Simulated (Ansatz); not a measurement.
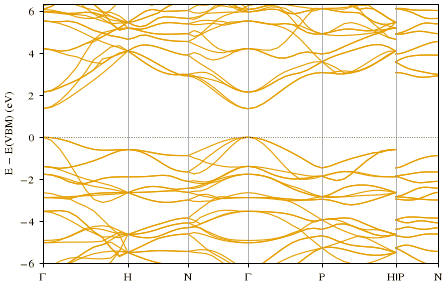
Band structure from plane-wave PAW r²SCAN (Ansatz code)

Q: Read off the gap and where the band edges lie.

A: About 1.4 eV (1.36 eV by a search for the band edges); maximum at Γ, minimum at Γ.

The material is Hf3N4 in space group I-43d (No. 220; Hf on 12a, N on 16c).

The r²SCAN relaxation kept the symmetry of its start. The run is not spin-polarised. Spin–orbit coupling is left out wherever it is not named.

Potentials: the later of the program's two PAW sets.
